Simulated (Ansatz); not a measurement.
Electronic density of states of amorphous Ge₂₈Se₂₈Sn₃, density 5.12 g/cm³, on a 2×2×2 Γ-centred mesh with a Gaussian width of 0.1 eV; energies count from the Fermi level, whose place inside the gap is arbitrary. Cell and mesh are small, so fine structure isn't converged. Level of theory: PBE-D3(BJ), scalar-relativistic without spin-orbit coupling, PAW (Ansatz default set, large-core Se) (plane waves to 420 eV; Ansatz, a program for electronic structure). Sampling: a 2×2×2 Γ-centred mesh; Fermi-Dirac width 0.05 eV; no spin polarisation. So small a spacing is near the smearing width and the bands' dispersion over the mesh, so it is a value of this cell and mesh.

A CHGNet melt-quench gave the starting glass, which DFT then relaxed. The hot cell started wider than the set density and was brought back towards it in steps. It is the lowest in DFT energy of 3 quenches. It is a model cell: composition and starting density were chosen by hand, and all elements were melted together. The geometry includes D3(BJ) dispersion. Its density started from a set value of 5.06 and ended at 5.12 g/cm³. The quench (nominally 60 K/ps over its main leg) was far faster than any real one, so the model tends to hold more defects than a real film. Values belong to this one cell and scatter from quench to quench. Volume and shape were free in the relaxation. On a 2×2×2 Γ-centred mesh force components of up to 0.18 eV/Å stay, since the relaxation ran on one k-point at (1/4, 1/4, 1/4).

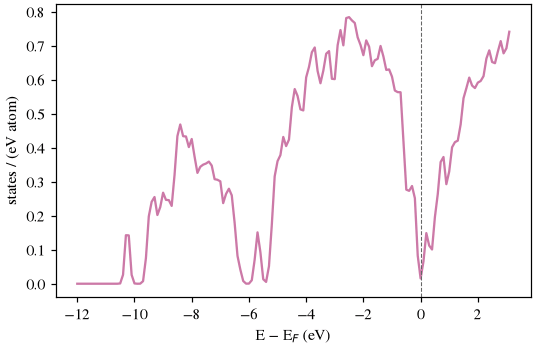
Figure. Density of states per atom

The gap on this mesh is 0.30 eV; the broadening fills part of it in the curve.
